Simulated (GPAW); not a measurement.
## Ta2N(OH)2 MXene monolayer: work function by functional and basis

How far do functional and basis move the work function of Ta2N(OH)2 MXene monolayer?

Program: GPAW 26.7.0. Level of theory: GPAW, PAW setups; layer in a repeated cell with vacuum, relaxation of atoms and in-plane cell, in the first sound run; inputs show where later runs differ. Results are calculated unless marked as measured.

**1. Set-up**

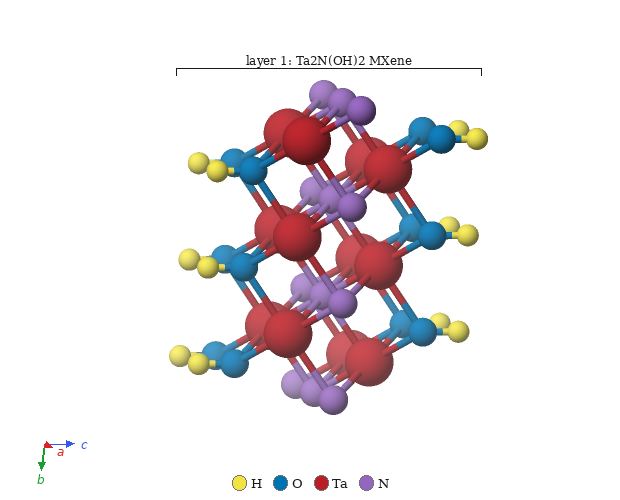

The cell as given, from the side, with the c axis across the page (hydrogen yellow, oxygen blue, tantalum red, nitrogen purple). 2×3×1 cells are drawn. Some periodic images of atoms are drawn too.

The cell holds 7 atoms: 2 H, 2 O, 2 Ta and 1 N. Its edges and angles: a = 3.155 Å, b = 3.155 Å, c = 22.882 Å, α = 90.0°, β = 90.0°, γ = 120.0°. Vacuum lies along c.

**2. Relaxing the atoms**

The atoms are relaxed first, since the surface dipole, and with it the work function, follows the positions of the outer layers.

Input file run.py:

```python
import json
import numpy as np
from ase import Atoms
from ase.filters import FrechetCellFilter
from ase.optimize import BFGS
from gpaw import GPAW, PW

slab = Atoms(
    ['H', 'O', 'Ta', 'N', 'Ta', 'O', 'H'],
    positions=[
        [-0.00000, 1.82130, 8.00000],
        [-0.00000, 1.82130, 8.98000],
        [1.57729, 0.91065, 10.19613],
        [0.00000, 0.00000, 11.44084],
        [-0.00000, 1.82130, 12.68556],
        [1.57729, 0.91065, 13.90169],
        [1.57729, 0.91065, 14.88169]],
    cell=[[3.15458, 0.0, 0.0], [-1.57729, 2.73195, 0.0], [0.0, 0.0, 22.8817]],
    pbc=[True, True, True])

slab.calc = GPAW(mode=PW(600), xc='PBE', kpts={'size': (12, 12, 1), 'gamma': True},
                 occupations={'name': 'fermi-dirac', 'width': 0.05}, nbands='160%',
                 convergence={'density': 1e-05}, maxiter=200,
                 symmetry={'tolerance': 1e-3}, txt='slab.txt')
result = {}
# The in-plane cell is free; stress needs a cell that repeats along all three vectors
path = []
opt = BFGS(FrechetCellFilter(slab, mask=[1, 1, 0, 0, 0, 1]), maxstep=0.2)
opt.attach(lambda: path.append((slab.get_potential_energy(), slab.positions.tolist(), slab.get_forces().tolist())))
result['relaxed'] = bool(opt.run(fmax=0.02, steps=45))
result['path'] = path
result['cell'] = slab.cell.tolist()
print('in-plane lattice', slab.cell.cellpar().round(4)[[0, 1, 5]])
energy = slab.get_potential_energy()
fermi = slab.calc.get_fermi_level()
v = slab.calc.get_electrostatic_potential().mean((0, 1)) - fermi
n = slab.calc.get_pseudo_density().mean((0, 1))
L = slab.cell[2, 2]
z = np.arange(len(v)) * L / len(v)
low, high = slab.positions[:, 2].min(), slab.positions[:, 2].max()
below, above = np.interp([low - 5.8, high + 5.8], z, v)
slopes = [np.interp(x, z, np.gradient(v, z)) for x in (low - 5.8, high + 5.8)]
eps = np.array([[slab.calc.get_eigenvalues(k, s) for k in range(len(slab.calc.get_ibz_k_points()))]
                for s in range(slab.calc.get_number_of_spins())]) - fermi
top, bottom = eps[eps < 0].max(), eps[eps > 0].min()
dipole = slab.get_dipole_moment()[2]
print(f'energy {energy:.4f} eV, Fermi level {fermi:.4f} eV, dipole {dipole:.5f} e A')
print(f'potential 5.8 A off the faces, from the Fermi level: lower {below:.4f} eV, upper {above:.4f} eV')
print(f'slope of the potential there: lower {slopes[0]:.5f}, upper {slopes[1]:.5f} eV/A')
print(f'nearest levels on the mesh: {top:.4f} and {bottom:.4f} eV')
print('magnetic moment', round(slab.get_magnetic_moment(), 3))
result.update(energy=energy, fermi=fermi, dipole=dipole, below=below, above=above, slopes=slopes, edges=[top, bottom],
              z=z.tolist(), v=v.tolist(), n=n.tolist(), positions=slab.positions.tolist(),
              forces=slab.get_forces(apply_constraint=False).tolist(), moments=slab.get_magnetic_moments().tolist())
json.dump(result, open('result.json', 'w'))
```

Command:

```console
> OMP_NUM_THREADS=1 OPENBLAS_NUM_THREADS=1 python run.py
```

The log of the run:

```text
Step          Energy          fmax
BFGS:    0      -51.129405        2.862699
BFGS:    1      -51.360655        2.071950
BFGS:    2      -51.649586        0.608683
BFGS:    3      -51.661478        0.475592
BFGS:    4      -51.668245        0.176998
BFGS:    5      -51.675279        0.188970
BFGS:    6      -51.707572        0.449304
BFGS:    7      -51.752056        0.741213
BFGS:    8      -51.797461        0.606556
BFGS:    9      -51.825355        0.132428
BFGS:   10      -51.826663        0.020619
BFGS:   11      -51.826689        0.018369
in-plane lattice [  3.2129   3.2129 120.    ]
energy -51.8186 eV, Fermi level 1.7920 eV, dipole -0.00022 e A
potential 5.8 A off the faces, from the Fermi level: lower 2.8392 eV, upper 2.8399 eV
slope of the potential there: lower -0.00137, upper 0.00104 eV/A
nearest levels on the mesh: -0.0445 and 0.0747 eV
magnetic moment 0.0
```

The job ended after 21 min (1 thread of Arm Neoverse V1, shared host; peak memory 0.68 GiB).

Numbers from this step:

* dipole along the normal: -2.22e-4 e·Å
* levels nearest the Fermi level on the mesh: -0.04446, 0.07466 eV from the Fermi level

The electrostatic potential energy of an electron (without an applied field's), less the Fermi level, planar mean oscillates, so the rows of the table below give means over windows of 1.61 Å about each position, cut where the curve ends. Its maxima inside the range that stand out by 2 % of the span (Å: eV): 8.4: -0.731, 9.5: -7.67, 11.1: -13.3, 11.8: -13.3, 13.4: -7.67, 14.5: -0.728. Its minima: 8.1: -1.48, 9.1: -11.1, 10.4: -24.2, 11.4: -16.8, 12.5: -24.2, 13.8: -11.1, 14.8: -1.47.

Table of electrostatic potential energy of an electron (without an applied field's), less the Fermi level, planar mean by z; means over each step:

| z (Å) | electrostatic potential energy of an electron (without an applied field's), less the Fermi level, planar mean (eV) |
| --- | --- |
| 0.81 | 2.84 |
| 2.42 | 2.84 |
| 4.02 | 2.83 |
| 5.63 | 2.66 |
| 7.24 | 1.10 |
| 8.85 | -5.62 |
| 10.46 | -17.7 |
| 12.07 | -18.3 |
| 13.68 | -8.13 |
| 15.29 | 0.385 |
| 16.90 | 2.55 |
| 18.51 | 2.82 |
| 20.12 | 2.84 |
| 21.73 | 2.84 |

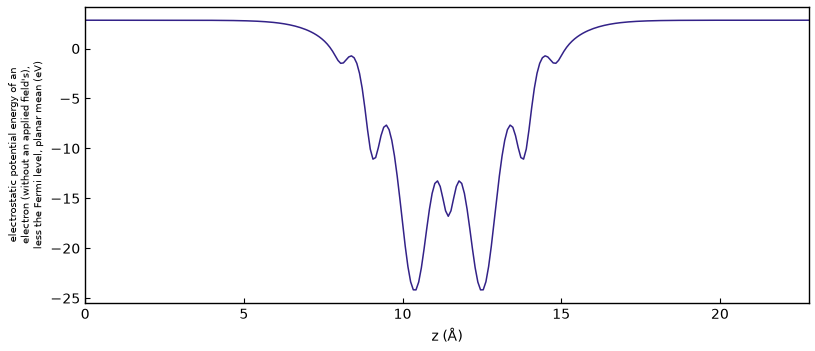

Electrostatic potential energy of an electron (without an applied field's), less the Fermi level, planar mean, plotted against z.

The pseudo valence density, planar mean oscillates, so the rows of the table below give means over windows of 1.19 Å about each position, cut where the curve ends. Its maxima inside the range that stand out by 2 % of the span (Å: e/Å³): 9.2: 0.854, 10.3: 1.33, 11.4: 0.832, 12.5: 1.33, 13.7: 0.854. Its minima: 9.7: 0.500, 11.0: 0.777, 11.9: 0.777, 13.2: 0.500.

Pseudo valence density, planar mean against z; means over each step:

| z (Å) | pseudo valence density, planar mean (e/Å³) |
| --- | --- |
| 2.97 | 3.2e-5 |
| 4.17 | 2.2e-4 |
| 5.35 | 0.00130 |
| 6.54 | 0.00609 |
| 7.73 | 0.0779 |
| 8.93 | 0.591 |
| 10.12 | 0.925 |
| 11.30 | 0.827 |
| 12.49 | 1.00 |
| 13.69 | 0.646 |
| 14.88 | 0.141 |
| 16.06 | 0.00928 |
| 17.25 | 0.00188 |
| 18.44 | 3.4e-4 |
| 19.63 | 5.1e-5 |

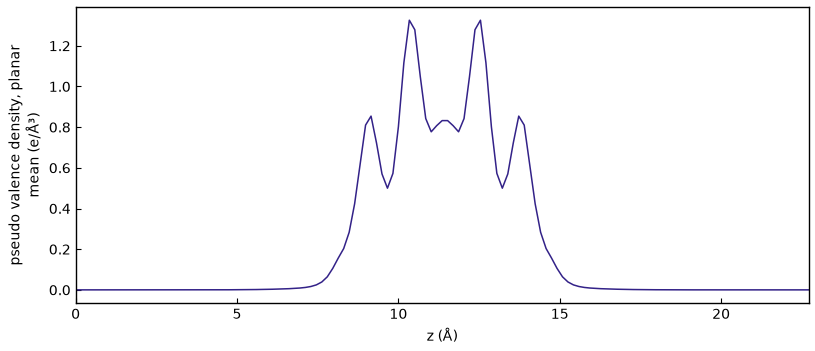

Pseudo valence density, planar mean against z.

The relaxation lowered the energy of the cell by 0.704 eV (energies extrapolated to zero smearing; the optimiser's log prints free energies). The largest force left on a free atom is 0.012 eV/Å.

**3. The slab's potential**

The work function is the vacuum plateau of the electrostatic potential less the Fermi level; a dipole layer lets the two faces have plateaus of their own.

This step: GPAW, PAW setups; slab in vacuum (GPAW 26.7.0).

The cell differs from the one that the last finished run ended in (c 22.882 → 22.720 Å).

Input file run.py:

```python
import json
import numpy as np
from ase import Atoms
from gpaw import GPAW, PW

slab = Atoms(
    ['H', 'O', 'Ta', 'N', 'Ta', 'O', 'H'],
    positions=[
        [0.00000, 1.85495, 8.00000],
        [-0.00000, 1.85495, 8.98729],
        [1.60643, 0.92747, 10.29964],
        [0.00000, 0.00000, 11.36012],
        [-0.00000, 1.85495, 12.42061],
        [1.60643, 0.92747, 13.73297],
        [1.60643, 0.92747, 14.72026]],
    cell=[[3.21286, 0.0, 0.0], [-1.60643, 2.78242, 0.0], [0.0, 0.0, 22.7203]],
    pbc=[True, True, False])

slab.calc = GPAW(mode=PW(500), xc='PBE', kpts={'size': (12, 12, 1), 'gamma': True},
                 occupations={'name': 'fermi-dirac', 'width': 0.05}, nbands='160%',
                 convergence={'density': 1e-05}, maxiter=200,
                 poissonsolver={'dipolelayer': 'xy'},
                 symmetry={'tolerance': 1e-3}, txt='slab.txt')
result = {}
energy = slab.get_potential_energy()
fermi = slab.calc.get_fermi_level()
v = slab.calc.get_electrostatic_potential().mean((0, 1)) - fermi
n = slab.calc.get_pseudo_density().mean((0, 1))
L = slab.cell[2, 2]
z = np.arange(len(v)) * L / len(v)
low, high = slab.positions[:, 2].min(), slab.positions[:, 2].max()
below, above = np.interp([low - 5.8, high + 5.8], z, v)
slopes = [np.interp(x, z, np.gradient(v, z)) for x in (low - 5.8, high + 5.8)]
eps = np.array([[slab.calc.get_eigenvalues(k, s) for k in range(len(slab.calc.get_ibz_k_points()))]
                for s in range(slab.calc.get_number_of_spins())]) - fermi
top, bottom = eps[eps < 0].max(), eps[eps > 0].min()
dipole = slab.get_dipole_moment()[2]
print(f'energy {energy:.4f} eV, Fermi level {fermi:.4f} eV, dipole {dipole:.5f} e A')
print(f'potential 5.8 A off the faces, from the Fermi level: lower {below:.4f} eV, upper {above:.4f} eV')
print(f'slope of the potential there: lower {slopes[0]:.5f}, upper {slopes[1]:.5f} eV/A')
print(f'nearest levels on the mesh: {top:.4f} and {bottom:.4f} eV')
print('magnetic moment', round(slab.get_magnetic_moment(), 3))
result.update(energy=energy, fermi=fermi, dipole=dipole, below=below, above=above, slopes=slopes, edges=[top, bottom],
              z=z.tolist(), v=v.tolist(), n=n.tolist(), positions=slab.positions.tolist(),
              forces=slab.get_forces(apply_constraint=False).tolist(), moments=slab.get_magnetic_moments().tolist())
json.dump(result, open('result.json', 'w'))
```

The log of the run:

```text
energy -50.6914 eV, Fermi level 1.8216 eV, dipole -0.00080 e A
potential 5.8 A off the faces, from the Fermi level: lower 2.8405 eV, upper 2.8561 eV
slope of the potential there: lower -0.00172, upper 0.00172 eV/A
nearest levels on the mesh: -0.0445 and 0.0761 eV
magnetic moment 0.0
```

It took 1.8 min on 1 thread; peak memory 0.28 GiB.

This step gave:

```
dipole along the normal                    : -7.99e-4 e·Å
levels nearest the Fermi level on the mesh : -0.04452, 0.07605 eV from the Fermi level
upper work function                        : 2.856 eV
lower work function                        : 2.841 eV
```

The electrostatic potential energy of an electron (without an applied field's), less the Fermi level, planar mean oscillates, so the rows of the table below give means over windows of 1.61 Å about each position, cut where the curve ends. Its maxima inside the range that stand out by 2 % of the span (Å: eV): 8.3: -0.754, 9.4: -7.69, 11.0: -13.3, 11.7: -13.3, 13.3: -7.68, 14.4: -0.739. Its minima: 8.0: -1.46, 9.0: -11.1, 10.3: -24.3, 11.4: -16.8, 12.4: -24.2, 13.7: -11.1, 14.7: -1.44.

Table of electrostatic potential energy of an electron (without an applied field's), less the Fermi level, planar mean by z; means over each step:

| z (Å) | electrostatic potential energy of an electron (without an applied field's), less the Fermi level, planar mean (eV) |
| --- | --- |
| 0.81 | 2.84 |
| 2.42 | 2.84 |
| 4.02 | 2.82 |
| 5.63 | 2.64 |
| 7.24 | 0.907 |
| 8.85 | -6.06 |
| 10.46 | -18.0 |
| 12.07 | -18.4 |
| 13.68 | -7.36 |
| 15.29 | 0.543 |
| 16.90 | 2.60 |
| 18.51 | 2.83 |
| 20.12 | 2.85 |
| 21.73 | 2.86 |

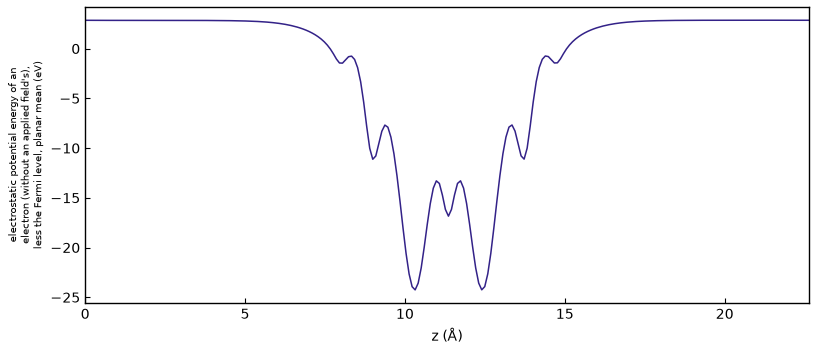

Electrostatic potential energy of an electron (without an applied field's), less the Fermi level, planar mean against z.

The pseudo valence density, planar mean oscillates, so the rows of the table below give means over windows of 1.14 Å about each position, cut where the curve ends. Its maxima inside the range that stand out by 2 % of the span (Å: e/Å³): 9.1: 0.845, 10.2: 1.30, 11.4: 0.831, 12.5: 1.30, 13.6: 0.845. Its minima: 9.7: 0.512, 11.0: 0.783, 11.7: 0.783, 13.1: 0.512.

Table of pseudo valence density, planar mean by z; means over each step:

| z (Å) | pseudo valence density, planar mean (e/Å³) |
| --- | --- |
| 2.85 | 3.1e-5 |
| 3.99 | 1.9e-4 |
| 5.13 | 0.00106 |
| 6.27 | 0.00467 |
| 7.41 | 0.0426 |
| 8.55 | 0.464 |
| 9.69 | 0.769 |
| 10.83 | 0.956 |
| 11.97 | 0.983 |
| 13.11 | 0.739 |
| 14.25 | 0.416 |
| 15.39 | 0.0349 |
| 16.53 | 0.00423 |
| 17.67 | 9.5e-4 |
| 18.81 | 1.7e-4 |
| 19.95 | 2.7e-5 |

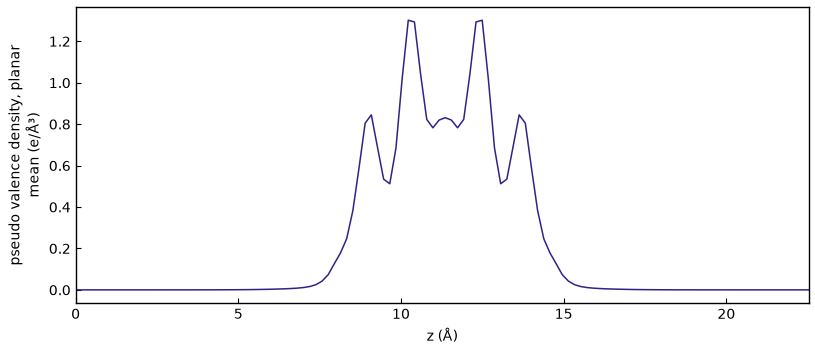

Pseudo valence density, planar mean, plotted against z.

Force by atom:

| atom | x (eV/Å) | y (eV/Å) | z (eV/Å) | size |
| --- | --- | --- | --- | --- |
| H1 | 0.000 | 0.000 | -0.111 | 0.111 |
| O2 | 0.000 | 0.000 | 0.047 | 0.047 |
| Ta3 | 0.000 | 0.000 | -0.010 | 0.010 |
| N4 | 0.000 | 0.000 | 0.000 | 0.000 |
| Ta5 | 0.000 | 0.000 | 0.010 | 0.010 |
| O6 | 0.000 | 0.000 | -0.047 | 0.047 |
| H7 | 0.000 | 0.000 | 0.111 | 0.111 |

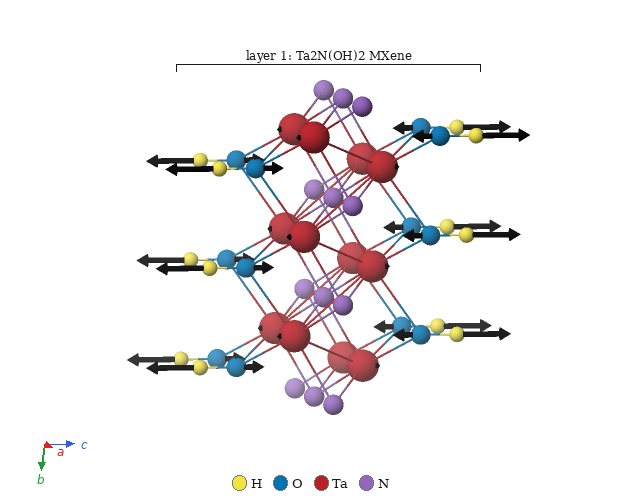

Force as arrows, the longest 0.111 eV/Å. 2×3×1 cells are drawn. Some periodic images of atoms are drawn too.

The potential is flat to 0.002 eV/Å where it is read, so the vacuum is wide enough.

**4. Self-consistent run: xc = "revPBE"**

The same geometry under revPBE, to see how far the functional moves the levels against the vacuum.

run.py: that of step 3 with these lines changed.

```diff
@@ -18,3 +18,3 @@
 
-slab.calc = GPAW(mode=PW(500), xc='PBE', kpts={'size': (12, 12, 1), 'gamma': True},
+slab.calc = GPAW(mode=PW(500), xc='revPBE', kpts={'size': (12, 12, 1), 'gamma': True},
                  occupations={'name': 'fermi-dirac', 'width': 0.05}, nbands='160%',
```

The log of the run:

```text
energy -48.5255 eV, Fermi level 1.9518 eV, dipole -0.00080 e A
potential 5.8 A off the faces, from the Fermi level: lower 2.7200 eV, upper 2.7356 eV
slope of the potential there: lower -0.00204, upper 0.00204 eV/A
nearest levels on the mesh: -0.0332 and 0.0621 eV
magnetic moment 0.0
```

It took 1.8 min on 1 thread; peak memory 0.28 GiB.

Numbers from this step:

| Item | Value |
| --- | --- |
| levels nearest the Fermi level on the mesh | -0.03318, 0.06207 eV from the Fermi level |
| upper work function | 2.736 eV |
| lower work function | 2.720 eV |

The electrostatic potential energy of an electron (without an applied field's), less the Fermi level, planar mean oscillates, so the rows of the table below give means over windows of 1.61 Å about each position, cut where the curve ends. Its maxima inside the range that stand out by 2 % of the span (Å: eV): 8.3: -0.916, 9.4: -7.82, 11.0: -13.4, 11.7: -13.4, 13.3: -7.81, 14.4: -0.901. Its minima: 8.0: -1.62, 9.0: -11.3, 10.3: -24.3, 11.4: -16.9, 12.4: -24.3, 13.7: -11.3, 14.7: -1.61.

Table of electrostatic potential energy of an electron (without an applied field's), less the Fermi level, planar mean by z; means over each step:

| z (Å) | electrostatic potential energy of an electron (without an applied field's), less the Fermi level, planar mean (eV) |
| --- | --- |
| 0.81 | 2.72 |
| 2.42 | 2.72 |
| 4.02 | 2.70 |
| 5.63 | 2.50 |
| 7.24 | 0.737 |
| 8.85 | -6.20 |
| 10.46 | -18.1 |
| 12.07 | -18.5 |
| 13.68 | -7.50 |
| 15.29 | 0.372 |
| 16.90 | 2.45 |
| 18.51 | 2.71 |
| 20.12 | 2.73 |
| 21.73 | 2.74 |

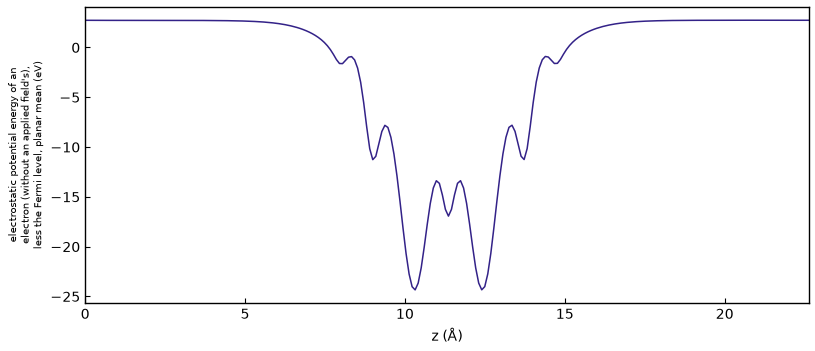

Electrostatic potential energy of an electron (without an applied field's), less the Fermi level, planar mean against z.

The pseudo valence density, planar mean oscillates, so the rows of the table below give means over windows of 1.14 Å about each position, cut where the curve ends. Its maxima inside the range that stand out by 2 % of the span (Å: e/Å³): 9.1: 0.845, 10.2: 1.30, 11.4: 0.831, 12.5: 1.30, 13.6: 0.845. Its minima: 9.7: 0.512, 11.0: 0.783, 11.7: 0.783, 13.1: 0.512.

The pseudo valence density, planar mean by z; means over each step:

| z (Å) | pseudo valence density, planar mean (e/Å³) |
| --- | --- |
| 2.85 | 3.8e-5 |
| 3.99 | 2.2e-4 |
| 5.13 | 0.00112 |
| 6.27 | 0.00468 |
| 7.41 | 0.0425 |
| 8.55 | 0.464 |
| 9.69 | 0.769 |
| 10.83 | 0.956 |
| 11.97 | 0.984 |
| 13.11 | 0.739 |
| 14.25 | 0.416 |
| 15.39 | 0.0347 |
| 16.53 | 0.00426 |
| 17.67 | 0.00101 |
| 18.81 | 1.9e-4 |
| 19.95 | 3.4e-5 |

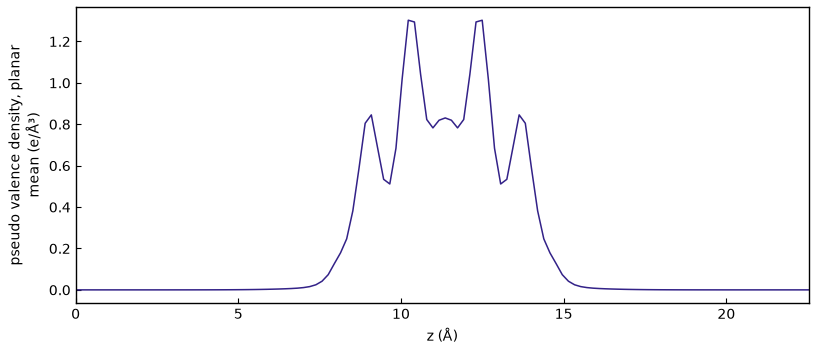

Pseudo valence density, planar mean, plotted against z.

Force by atom:

| atom | x (eV/Å) | y (eV/Å) | z (eV/Å) | size |
| --- | --- | --- | --- | --- |
| H1 | 0.000 | 0.000 | -0.093 | 0.093 |
| O2 | 0.000 | 0.000 | -0.228 | 0.228 |
| Ta3 | 0.000 | 0.000 | 0.009 | 0.009 |
| N4 | 0.000 | 0.000 | 0.000 | 0.000 |
| Ta5 | 0.000 | 0.000 | -0.009 | 0.009 |
| O6 | 0.000 | 0.000 | 0.228 | 0.228 |
| H7 | 0.000 | 0.000 | 0.093 | 0.093 |

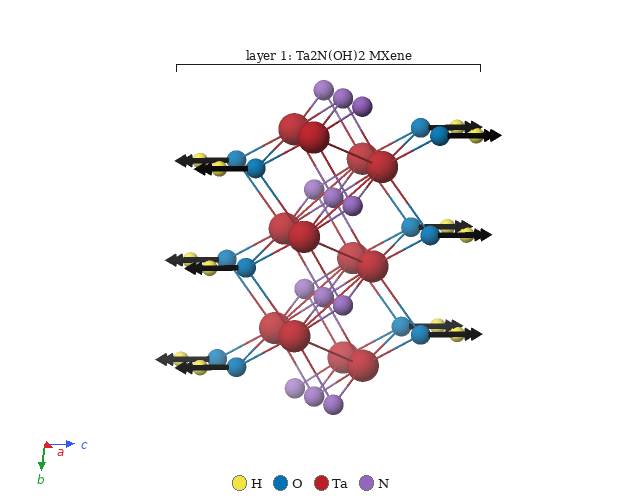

Force as arrows, the longest 0.228 eV/Å. 2×3×1 cells are drawn. Some periodic images of atoms are drawn too.

The upper face's work function is 2.736 eV, against 2.856 eV in the first plane-wave PBE run at this geometry.

(Continued in part 2 of 2.)

[Logs are printed without paths, hosts, clocks, repeated set-up lines and the standing remarks that a program may print on its own settings, such as how far it seeks lower states.]

[Hosts, paths, dates, database ids (printed as entryN), source tags and the programs' standing remarks are cut or masked in the printed files.]
